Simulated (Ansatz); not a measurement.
## SrNiBr6: relaxing a made-up structure

Starting from a made-up structure for SrNiBr6, the aim is the relaxed cell, its shortest contacts and, where a second run follows, its electronic structure.

Calculated with Ansatz 0.2.0; DFT, PBEsol, plane-wave PAW, files of the set soft_1, scalar-relativistic, ferromagnetic start, cell and ions relaxed at zero pressure; PAW set soft_1, in the first sound run; inputs show where later runs differ.

## 1. Set-up

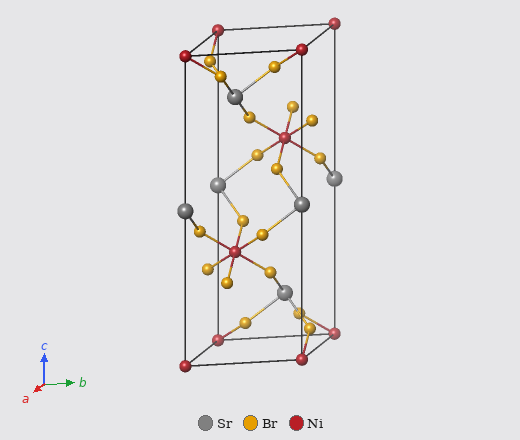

The cell as given, slightly off an axis (strontium grey, bromine orange, nickel red). This picture shows the conventional cell, with its axes. Bonds to atoms that aren't drawn are left out. Some periodic images of atoms are drawn too.

## 2. Relaxation of the guess

The guessed cell has no reason to be at equilibrium. It is relaxed with the atoms, within the space group of the guess.

File input.yaml:

```yaml
crystal:
  lattice:
    - [3.512, 2.027654145, 6.193666667]
    - [-3.512, 2.027654145, 6.193666667]
    - [0.0, -4.055308291, 6.193666667]
  atoms:
    - { symbol: Sr, position: [0.5, 0.5, 0.5] }
    - { symbol: Br, position: [0.3713, 0.0946, 0.7558] }
    - { symbol: Br, position: [0.0946, 0.7558, 0.3713] }
    - { symbol: Br, position: [0.7558, 0.3713, 0.0946] }
    - { symbol: Br, position: [0.6287, 0.9054, 0.2442] }
    - { symbol: Br, position: [0.9054, 0.2442, 0.6287] }
    - { symbol: Br, position: [0.2442, 0.6287, 0.9054] }
    - { symbol: Ni, position: [0.0, 0.0, 0.0], spin: 1.0 }
magnetization:
  spin_polarized: true
kpoints:
  mp_grid: { grid: [5, 5, 5] }
scf:
  occupations: { method: fermi_dirac, width: 0.05 }
hamiltonian:
  xc: pbesol
  pseudopotentials: { kind: paw, azcp: { folder: soft_1 }, xc_functional: pbe }
relax:
  f_tol: 0.015
  max_steps: 70
  cell: {}
output:
  forces: true
  stress: true
```

The run is started by

```console
$ ansatz run input.yaml --threads 4 --pin off --max-ram 10240MiB --backend cpu --events-out ev --progress --plain --runs-dir out
```

Numbers of over 12 decimals in the logs are rounded to 6 here.

Log:

```text
Engine: ansatz 0.2.0, x86_64-unknown-linux-gnu
Pseudopotentials: kind: paw
Pseudopotential: Sr, paw, valence charge 10, recommended cutoff 420 eV (normal), soft_1/Sr.paw.azcp
Pseudopotential: Br, paw, valence charge 7, recommended cutoff 420 eV (normal), soft_1/Br.paw.azcp
Pseudopotential: Ni, paw, valence charge 18, recommended cutoff 420 eV (normal), soft_1/Ni.paw.azcp
Functional definition: PBEsol
  exchange = pbesol_x
  correlation = pbesol_c
Crystal: 8 atoms, lattice volume = 264.635 Å³
Basis set: ecut = 420 eV, 5151 PW (Γ), exchange–correlation on 100×100×100 points (8 copies of the dense FFT grid, shifted against one another)
Bands: 44, of which v1, the nominal top of the filled ones, is band 35 counted from 1 (34 counted from 0)
Symmetry: 6 space group operations
Space group: R-3 (ITA 148), of the structure as read, at distance tolerance 6.4e-5 Å
Magnetic group: BNS 148.17 (UNI 1247), of the structure as read, at distance tolerance 6.4e-5 Å
k-points: 23 of 125
Non-local potential: Sr, projectors of the file, l = 0: 3, l = 1: 2, l = 2: 2
Non-local potential: Br, projectors of the file, l = 0: 2, l = 1: 2, l = 2: 2
Non-local potential: Ni, projectors of the file, l = 0: 3, l = 1: 2, l = 2: 3, l = 3: 1
PAW form: soft (Blöchl's): semilocal exchange-correlation on the pseudo side does not see the compensation charge
PAW frozen core: Sr, regenerated for the run's functional, and the local potential with it (the file was generated under x = pbe(κ = 0.804, μ = 0.219515), c = pbe(β = 0.066725))
PAW frozen core: Br, regenerated for the run's functional, and the local potential with it (the file was generated under x = pbe(κ = 0.804, μ = 0.219515), c = pbe(β = 0.066725))
PAW frozen core: Ni, regenerated for the run's functional, and the local potential with it (the file was generated under x = pbe(κ = 0.804, μ = 0.219515), c = pbe(β = 0.066725))
PAW one-centre angular grid: Sr, 110 points (default); XC on 64 Gauss nodes
PAW one-centre angular grid: Br, 110 points (default); XC on 64 Gauss nodes
PAW one-centre angular grid: Ni, 590 points (default); XC on 64 Gauss nodes
Initial density: superposition of atomic densities (chi_scale 0.1, normalization cell, long waves kept (reshape's long-wave potential 0.01 eV rms))
Starting moments: Σ|m| = 1 μB on 1 of 8 sites
Initial wavefunctions: pseudopotential atomic-orbital guess
Functional: x = pbesol(κ = 0.804, μ = 0.123457), c = pbesol(β = 0.046)
SCF iter   1: F=—  HF=-25724.470938 eV  |F-HF|=—  |Δ(HF+E_count)|=         —  Δρ=7.25e-2 (↑5.08e-2 ↓7.25e-2)  dr2=4.12e1  dr2_m=3.32e-1  M=1.017 μB ∫|m|=1.062 μB  β_m=0.30  ethr=3.10e-3  ⟨swp⟩=9.9  Hψ=11367  notcnv=0  defer=10
Mixer restart at iter 1: flushing history
preconditioner: auto → Kerker (q_TF=auto, 2.186 Å⁻¹)  [metal: Δε(μ)=0.013 eV  Ē_g=8.015 eV  σ=0.050 eV  W_gap=0.06  n_scr=58 (ndim 8)  ℏωp=16.8 eV  f_vac=0.053  D(μ)=16.91/eV (n_scr^D=168)]
spin=Collinear: Kerker preconditioning applied to the charge; magnetization (m = ρ↑ − ρ↓) channel mixes plain (no charge-response kernel on spin).
SCF iter   2: F=—  HF=-25723.596229 eV  |F-HF|=—  |Δ(HF+E_count)|=   8.75e-1  Δρ=2.13e-2 (↑2.13e-2 ↓1.79e-2)  dr2=5.48e0  dr2_m=8.51e-2  M=0.540 μB ∫|m|=0.856 μB  β_m=0.30  ethr=3.10e-3  ⟨swp⟩=3.9  Hψ=6091  notcnv=0  defer=130
SCF iter   3: F=—  HF=-25722.352681 eV  |F-HF|=—  |Δ(HF+E_count)|=    1.24e0  Δρ=1.41e-2 (↑1.10e-2 ↓1.41e-2)  dr2=3.68e0  dr2_m=5.11e-2  M=0.539 μB ∫|m|=0.862 μB  β_m=0.50  ethr=3.10e-3  ⟨swp⟩=3.0  Hψ=3764  notcnv=0  defer=136
SCF iter   4: F=—  HF=-25721.317326 eV  |F-HF|=—  |Δ(HF+E_count)|=    1.04e0  Δρ=1.31e-2 (↑1.31e-2 ↓6.05e-3)  dr2=8.07e-1  dr2_m=3.99e-2  M=0.241 μB ∫|m|=0.825 μB  β_m=0.75  ethr=3.10e-3  ⟨swp⟩=4.0  Hψ=4397  notcnv=0  defer=133
SCF iter   5: F=—  HF=-25721.328687 eV  |F-HF|=—  |Δ(HF+E_count)|=   1.14e-2  Δρ=6.29e-3 (↑6.29e-3 ↓1.76e-3)  dr2=1.76e-1  dr2_m=1.65e-2  M=0.117 μB ∫|m|=0.614 μB  β_m=0.85  ethr=1.15e-3  ⟨swp⟩=3.3  Hψ=2995  notcnv=0  defer=130
SCF iter   6: F=—  HF=-25721.326572 eV  |F-HF|=—  |Δ(HF+E_count)|=         —  Δρ=5.20e-3 (↑2.30e-3 ↓5.20e-3)  dr2=2.68e-2  dr2_m=3.30e-2  M=0.083 μB ∫|m|=0.421 μB  β_m=0.85  ethr=2.52e-4  ⟨swp⟩=2.7  Hψ=3404  notcnv=0  defer=130
Mixer restart at iter 6: flushing history
SCF iter   7: F=—  HF=-25721.337944 eV  |F-HF|=—  |Δ(HF+E_count)|=   1.14e-2  Δρ=4.92e-3 (↑4.92e-3 ↓1.26e-3)  dr2=2.72e-2  dr2_m=2.17e-2  M=0.057 μB ∫|m|=0.300 μB  β_m=0.92  ethr=3.83e-5  ⟨swp⟩=2.3  Hψ=4175  notcnv=0  defer=125
SCF iter   8: F=—  HF=-25721.363625 eV  |F-HF|=—  |Δ(HF+E_count)|=   2.57e-2  Δρ=6.71e-3 (↑5.15e-3 ↓6.71e-3)  dr2=2.47e-1  dr2_m=1.59e-3  M=0.079 μB ∫|m|=0.256 μB  β_m=0.13  ethr=3.83e-5  ⟨swp⟩=2.0  Hψ=3939  notcnv=0  defer=125  recentre
SCF iter   9: F=—  HF=-25721.333167 eV  |F-HF|=—  |Δ(HF+E_count)|=   3.05e-2  Δρ=2.42e-3 (↑2.42e-3 ↓2.16e-3)  dr2=4.33e-3  dr2_m=1.24e-2  M=0.060 μB ∫|m|=0.273 μB  β_m=0.57  ethr=3.83e-5  ⟨swp⟩=2.0  Hψ=4259  notcnv=0  defer=125
SCF iter  10: F=—  HF=-25721.335538 eV  |F-HF|=—  |Δ(HF+E_count)|=   2.37e-3  Δρ=9.77e-4 (↑9.77e-4 ↓7.00e-4)  dr2=8.93e-4  dr2_m=1.66e-3  M=0.030 μB ∫|m|=0.107 μB  β_m=0.83  ethr=6.18e-6  ⟨swp⟩=2.0  Hψ=3445  notcnv=0  defer=125
SCF iter  11: F=—  HF=-25721.335965 eV  |F-HF|=—  |Δ(HF+E_count)|=   4.27e-4  Δρ=4.79e-4 (↑4.79e-4 ↓8.52e-5)  dr2=8.16e-4  dr2_m=1.09e-4  M=0.010 μB ∫|m|=0.029 μB  β_m=0.81  ethr=1.28e-6  ⟨swp⟩=2.0  Hψ=3370  notcnv=0  defer=125
SCF iter  12: F=—  HF=-25721.335904 eV  |F-HF|=—  |Δ(HF+E_count)|=   6.05e-5  Δρ=1.76e-4 (↑7.15e-5 ↓1.76e-4)  dr2=4.62e-5  dr2_m=3.45e-5  M=0.005 μB ∫|m|=0.015 μB  β_m=0.90  ethr=1.17e-6  ⟨swp⟩=1.9  Hψ=2379  notcnv=0  defer=125
SCF iter  13: F=—  HF=-25721.335872 eV  |F-HF|=—  |Δ(HF+E_count)|=   3.22e-5  Δρ=1.41e-4 (↑3.02e-5 ↓1.41e-4)  dr2=6.55e-5  dr2_m=1.37e-5  M=-0.003 μB ∫|m|=0.010 μB  β_m=0.95  ethr=6.60e-8  ⟨swp⟩=2.0  Hψ=3618  notcnv=0  defer=125
SCF iter  14: F=—  HF=-25721.335888 eV  |F-HF|=—  |Δ(HF+E_count)|=   1.60e-5  Δρ=6.39e-5 (↑2.00e-5 ↓6.39e-5)  dr2=2.05e-5  dr2_m=1.44e-6  M=-0.001 μB ∫|m|=0.004 μB  β_m=0.98  ethr=6.60e-8  ⟨swp⟩=2.3  Hψ=2738  notcnv=0  defer=125
SCF iter  15: F=—  HF=-25721.335892 eV  |F-HF|=—  |Δ(HF+E_count)|=   4.14e-6  Δρ=1.88e-5 (↑5.02e-6 ↓1.88e-5)  dr2=1.29e-6  dr2_m=2.51e-7  M=-0.000 μB ∫|m|=0.001 μB  β_m=0.99  ethr=2.92e-8  ⟨swp⟩=2.4  Hψ=2822  notcnv=0  defer=125
SCF iter  16: F=—  HF=-25721.335893 eV  |F-HF|=—  |Δ(HF+E_count)|=   6.37e-7  Δρ=4.97e-6 (↑3.30e-6 ↓4.97e-6)  dr2=1.95e-7  dr2_m=1.89e-9  M=0.000 μB ∫|m|=0.000 μB  β_m=0.99  ethr=1.84e-9  ⟨swp⟩=2.0  Hψ=2922  notcnv=0  defer=125
[...]
relax step   8: F+E_penalty+E_count = -25722.77567502 eV  Δ(F+E_penalty+E_count) = -1.206e-4 eV  max|allowed force component| = 2.121e-4 eV/Å  Δτ_max = 0.0021 Å  P = -0.003 GPa  Ω = 221.643 Å³  energy of the carried Pulay correction = +3.159e-3 eV  (7 SCF iters, dr2 threshold 1.22e-8 eV, accepted)
Initial wavefunctions: pseudopotential atomic-orbital guess (no wavefunctions were taken with the density)
iter 1 solved again at ethr=4.12e-6 eV; its pass at ethr=3.10e-3 eV (dr2=2.88e-3 eV) is discarded
SCF iter   1: F=—  HF=-25722.772054 eV  |F-HF|=—  |Δ(HF+E_count)|=         —  Δρ=2.07e-4 (↑2.07e-4 ↓2.07e-4)  dr2=2.60e-4  dr2_m=1.88e-13  M=-0.000 μB ∫|m|=0.000 μB  β_m=0.65  ethr=4.12e-6  ⟨swp⟩=3.0  Hψ=15488  notcnv=0
preconditioner: auto → Resta (q_TF=auto, 2.251 Å⁻¹)  ε∞=4.3  [insulator: Δε(μ)=0.466 eV  Ē_g=10.597 eV  σ=0.050 eV  W_gap=0.98  n_scr=46 (ndim 8)  ℏωp=19.3 eV  f_vac=0.020  D(μ)=0.19/eV (n_scr^D=0)  ε∞_Penn≈4.3]
spin=Collinear: Resta preconditioning applied to the charge; magnetization (m = ρ↑ − ρ↓) channel mixes plain (no charge-response kernel on spin).
SCF iter   2: F=—  HF=-25722.772029 eV  |F-HF|=—  |Δ(HF+E_count)|=   2.52e-5  Δρ=9.59e-5 (↑9.59e-5 ↓9.59e-5)  dr2=3.69e-5  dr2_m=1.60e-13  M=-0.000 μB ∫|m|=0.000 μB  β_m=0.44  ethr=3.71e-7  ⟨swp⟩=2.0  Hψ=3592  notcnv=0
SCF iter   3: F=—  HF=-25722.772057 eV  |F-HF|=—  |Δ(HF+E_count)|=   2.80e-5  Δρ=5.12e-5 (↑5.12e-5 ↓5.12e-5)  dr2=1.17e-5  dr2_m=4.09e-14  M=0.000 μB ∫|m|=0.000 μB  β_m=0.44  ethr=5.26e-8  ⟨swp⟩=2.0  Hψ=3668  notcnv=0
SCF iter   4: F=—  HF=-25722.772064 eV  |F-HF|=—  |Δ(HF+E_count)|=   6.38e-6  Δρ=1.26e-5 (↑1.26e-5 ↓1.26e-5)  dr2=1.32e-6  dr2_m=1.40e-14  M=0.000 μB ∫|m|=0.000 μB  β_m=0.72  ethr=1.68e-8  ⟨swp⟩=1.2  Hψ=2040  notcnv=0
SCF iter   5: F=—  HF=-25722.772083 eV  |F-HF|=—  |Δ(HF+E_count)|=   1.90e-5  Δρ=1.75e-5 (↑1.75e-5 ↓1.75e-5)  dr2=2.95e-6  dr2_m=3.30e-14  M=0.000 μB ∫|m|=0.000 μB  β_m=0.86  ethr=1.89e-9  ⟨swp⟩=2.0  Hψ=3632  notcnv=0
SCF iter   6: F=—  HF=-25722.772095 eV  |F-HF|=—  |Δ(HF+E_count)|=   1.24e-5  Δρ=1.08e-5 (↑1.08e-5 ↓1.08e-5)  dr2=9.20e-7  dr2_m=6.27e-14  M=0.000 μB ∫|m|=0.000 μB  β_m=0.88  ethr=1.89e-9  ⟨swp⟩=3.2  Hψ=4488  notcnv=0
SCF iter   7: F=—  HF=-25722.772095 eV  |F-HF|=—  |Δ(HF+E_count)|=   8.40e-8  Δρ=5.53e-6 (↑5.53e-6 ↓5.53e-6)  dr2=2.37e-7  dr2_m=1.20e-14  M=0.000 μB ∫|m|=0.000 μB  β_m=0.81  ethr=1.31e-9  ⟨swp⟩=1.8  Hψ=2076  notcnv=0
SCF iter   8: F=—  HF=-25722.772095 eV  |F-HF|=—  |Δ(HF+E_count)|=   2.29e-8  Δρ=1.08e-6 (↑1.08e-6 ↓1.08e-6)  dr2=8.73e-9  dr2_m=4.24e-15  M=0.000 μB ∫|m|=0.000 μB  β_m=0.91  ethr=3.38e-10  ⟨swp⟩=2.0  Hψ=2695  notcnv=0
SCF iter   9: F=—  HF=-25722.772095 eV  |F-HF|=—  |Δ(HF+E_count)|=   1.90e-9  Δρ=1.45e-7 (↑1.45e-7 ↓1.45e-7)  dr2=1.25e-10  dr2_m=2.16e-15  M=-0.000 μB ∫|m|=0.000 μB  β_m=0.95  ethr=1.25e-11  ⟨swp⟩=2.1  Hψ=2895  notcnv=0
SCF iter  10: F=—  HF=-25722.772095 eV  |F-HF|=—  |Δ(HF+E_count)|=  5.09e-11  Δρ=2.06e-8 (↑2.03e-8 ↓2.06e-8)  dr2=3.19e-12  dr2_m=1.90e-16  M=0.000 μB ∫|m|=0.000 μB  β_m=0.98  ethr=1.00e-12  ⟨swp⟩=1.0  Hψ=2032  notcnv=0
SCF iter  11: F=—  HF=-25722.772095 eV  |F-HF|=—  |Δ(HF+E_count)|=  3.64e-12  Δρ=9.85e-8 (↑9.85e-8 ↓9.85e-8)  dr2=8.26e-11  dr2_m=1.24e-17  M=0.000 μB ∫|m|=0.000 μB  β_m=0.93  ethr=1.00e-12  ⟨swp⟩=1.0  Hψ=2024  notcnv=0
SCF iter  12: F=-25722.772095 eV  HF=-25722.772095 eV  |F-HF|=0.00e0  |Δ(HF+E_count)|=  7.28e-12  Δρ=1.50e-8 (↑1.50e-8 ↓1.50e-8)  dr2=2.05e-12  dr2_m=1.91e-18  M=0.000 μB ∫|m|=0.000 μB  ethr=1.00e-12  ⟨swp⟩=2.0  Hψ=5824  notcnv=0
the starting moments were not kept: the SCF closed with an absolute magnetisation of 1.1e-9 μB, where they sum to 1 μB in size (1 site). That is at most 0.1 of that sum. Measured as dr2_m measures the in/out step, that magnetisation stands 2.9e-19 eV from none, at or under the dr2_threshold of 8.0e-11 eV: it is no larger than a step whose dr2_m would equal this threshold.
SCF 9 converged in 12 iterations: F = -25722.772095 eV  dr2 = 2.05e-12
relax step   9: F+E_penalty+E_count = -25722.77209496 eV  Δ(F+E_penalty+E_count) = +3.580e-3 eV  max|allowed force component| = 3.332e-4 eV/Å  Δτ_max = 0.0000 Å  P = -0.002 GPa  Ω = 221.643 Å³  stress off target by 3.65e-3 GPa  SCF on the basis re-selected at this cell (its energy is not comparable with the rows above)  (12 SCF iters)
basis re-selected at this cell: Δ(F+E_penalty+E_count) = +3.580e-3 eV, ΔP = +0.001 GPa vs the last step (what re-selecting the basis moved, of the pressure what is left beyond the Pulay correction that the steps carried, after the strain that the cell walked since its last selection, with what the two solves' SCF thresholds leave and, on support functions, any second-order correction that the steps lacked; it is no m [...]
SCF converged after 12 iterations
Magnetization: 0.0000 μB (35.0000 up, 35.0000 down)
Absolute magnetization: 0.0000 μB (∫|ρ↑−ρ↓|, with the PAW one-centre terms)
Spin contamination: 0.0000 ħ² per cell (⟨S²⟩ above its minimum at these occupations)
Per-site moments (μB) at R_I (Å): [(4.224906082033154e-12, 1.283068), (-4.94142013671439e-11, 0.980702), (-4.941422417455188e-11, 0.980702), (-4.941416046757297e-11, 0.980702), (-4.941430603130729e-11, 0.980702), (-4.941416034378385e-11, 0.980702), (-4.941424322951169e-11, 0.980702), (3.3781950397161566e-10, 0.980702)]
Free energy (F): -25722.772095 eV
Harris-Foulkes:  -25722.772095 eV  (|F-HF|=0.00e0)
Internal energy: -25722.768745 eV  (E = F + TS)
E sigma→0 (E₀):  -25722.770420 eV
Entropy (-TS):   -0.003350 eV (-0.419 meV/atom)
Fermi energy:    4.400715 eV
--- Per-component energies (eV) ---
  E_band       = -717.378642
  E_kinetic    = 1358.350308
  E_local      = -7553.241240  (includes V_loc(G=0)·N_el)
  E_nonlocal   = 430.220087
  E_hartree    = 3332.616349
  E_xc         = -1452.498706
  E_vxc        = -951.467274  (∫ρ·V_xc dr)
  E_paw        = -17873.127614  (= ΣΔE_a)
  E_vpaw       = -666.474223  (= ΣTr[D̂ρ^β])
  E_aug_tail   = 0.000856  (compensation charges beyond the density's cutoff)
  E_ewald      = -3965.974047
  E_core_change = 0.885263  (= ΣΔE_core)
  E_smearing   = -0.003350  (= −TS)
  E_closure    = -0.000000  (closes the sum)
  Σ components = -25722.772095   (vs F -25722.772095, Δ=0.00e0)
--- Forces (eV/Å), atoms counted from 1 ---
  atom   1  Sr    -0.00000000     0.00000000     0.00000000
  atom   2  Br    -0.00033315    -0.00001104    -0.00003570
  atom   3  Br     0.00015702     0.00029404    -0.00003570
  atom   4  Br     0.00017614    -0.00028300    -0.00003570
  atom   5  Br     0.00033315     0.00001104     0.00003570
  atom   6  Br    -0.00015702    -0.00029404     0.00003570
  atom   7  Br    -0.00017614     0.00028300     0.00003570
  atom   8  Ni     0.00000000     0.00000000    -0.00000000
  max |Σ_I F_I| component: 1.39e-17 eV/Å
--- Stress (GPa, compression-positive) ---
       -0.003654       0.000000      -0.000000
       -0.000000      -0.003654      -0.000000
       -0.000000      -0.000000       0.000702
  P = ⅓ Tr σ = -0.0022 GPa (-0.022 kbar)
--- Relaxed structure (8 steps of the walk, 8 accepted, 1 SCFs on fresh bases) ---
  F+E_penalty+E_count = -25722.77209496 eV   max|allowed force component| = 3.332e-4 eV/Å   (the final SCF, on the basis selected at the relaxed cell)
  cell:  # Å, volume = 221.6427 Å³
    - [3.212884, 1.854959, 6.198303]
    - [-3.212884, 1.854959, 6.198303]
    - [-6.601721280812386e-18, -3.709918, 6.198303]
  atoms:
    - { symbol: Sr, position: [0.5, 0.5, 0.500000] }
    - { symbol: Br, position: [0.404283, 0.00609616, 0.810040] }
    - { symbol: Br, position: [0.00609616, 0.810040, 0.404283] }
    - { symbol: Br, position: [0.810040, 0.404283, 0.00609616] }
    - { symbol: Br, position: [0.595717, 0.993904, 0.189960] }
    - { symbol: Br, position: [0.993904, 0.189960, 0.595717] }
    - { symbol: Br, position: [0.189960, 0.595717, 0.993904] }
    - { symbol: Ni, position: [1.858902193964633e-18, -6.108066272237828e-19, -6.726182552324119e-19] }
```

The job ended after 63 s (4 threads of AMD EPYC 7B13 (Zen 3), shared host; peak memory 0.99 GiB; 4 min of CPU time).

Relaxation path:

```
step  energy less that of the first step (eV)  largest force component (eV/Å)  pressure (GPa)  volume (Å³)
   1                                   0.0000                          1.1466           -2.36       264.64
   2                                  -0.9450                          0.2661           -1.40       259.56
   3                                  -1.1831                          0.2695           -0.05       241.71
   4                                  -1.3629                          0.1027            0.48       222.89
   5                                  -1.4086                          0.0718            0.45       217.35
   6                                  -1.4391                          0.0196            0.17       220.76
   7                                  -1.4397                          0.0066           -0.07       221.97
   8                                  -1.4398                          0.0002            0.00       221.64
  9*                                  -1.4362                          0.0003            0.00       221.64
```

Relaxation steps marked * repeat the geometry before them on a plane-wave basis chosen anew for their cell, so energy and pressure can jump there.

The run keeps the 6 symmetry operations that it works with, so distortions that break them were not tested.

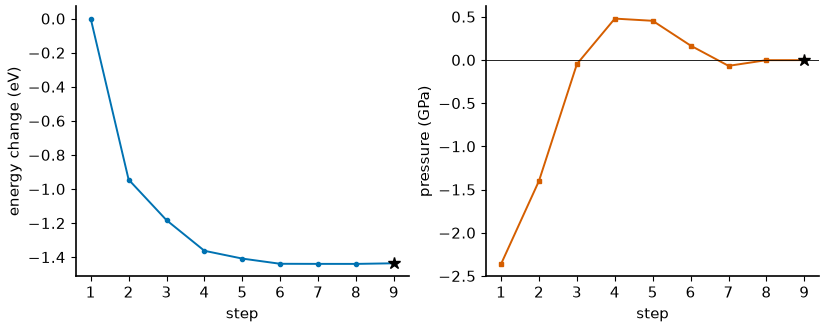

Energy and pressure along the relaxation. Stars mark steps on a basis chosen anew.

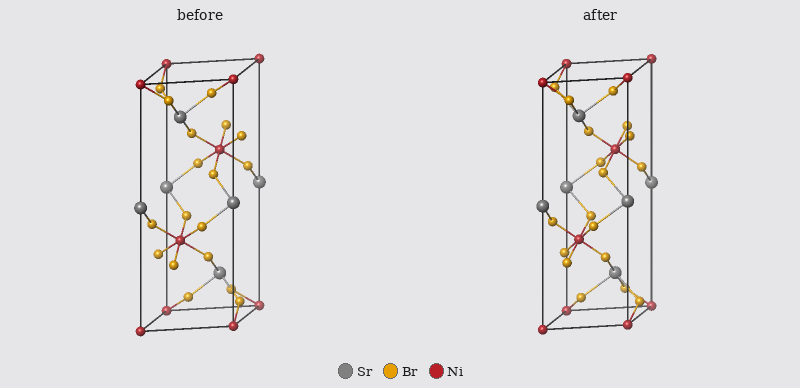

Before and after, at one scale. Bonds to atoms that aren't drawn are left out.

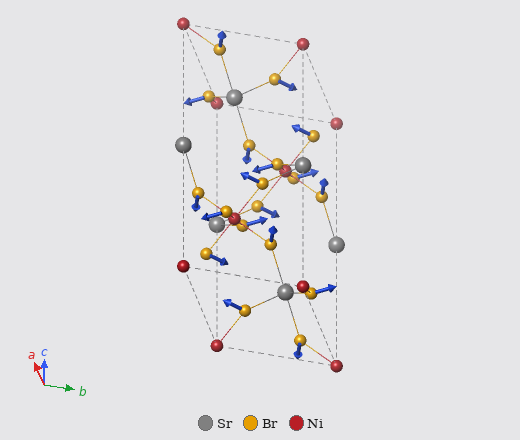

Displacements in the relaxation, exaggerated, measured against the changing cell; the longest in the cell stands for 0.49 Å. Bonds to atoms that aren't drawn are left out. Some periodic images of atoms are drawn too.

```
conventional cell, symmetrised  before   after   change
                         a (Å)   7.024   6.426   -8.5 %
                         b (Å)   7.024   6.426   -8.5 %
                         c (Å)  18.581  18.595   +0.1 %
              volume (Å³/atom)   33.08   27.71  -16.2 %
```

The atoms that moved most (Å, as changes of fractional coordinates times the final cell):

```
atom      dx      dy      dz  length
 Br7  -0.068  -0.490   0.008   0.495
 Br3  -0.459  -0.186  -0.008   0.495
 Br6   0.459   0.186   0.008   0.495
 Br4   0.068   0.490  -0.008   0.495
 Br2   0.390  -0.304  -0.008   0.495
 Br5  -0.390   0.304   0.008   0.495
```

Numbers from this step:

* free energy: -25722.7721 eV
* energy at zero smearing: -25722.7704 eV
* smearing term TS: 0.003350 eV
* Fermi energy: 4.401 eV
* gap by band count: 0.4633 eV
* electrons: 70
* symmetry operations: 6
* pressure: -0.002202 GPa

The shortest distance of each pair, which need not be the same contact before and after:

```
 pair  guess (Å)  relaxed (Å)
Br–Ni      2.564        2.377
Br–Sr      2.900        3.110
Br–Br      3.497        3.354
Ni–Sr      5.103        4.834
```

The relaxation ends with a largest force component of 3.3e-4 eV/Å and a pressure of 0.00 GPa. No moment survives the cycle: this start ends non-magnetic.

[end of part 1 of 2]

[Logs are printed without paths, hosts, clocks, repeated set-up lines and the standing remarks that a program may print on its own settings, such as how far it seeks lower states.]

[Hosts, paths, dates, database ids (printed as entryN), source tags and the programs' standing remarks are cut or masked in the printed files.]
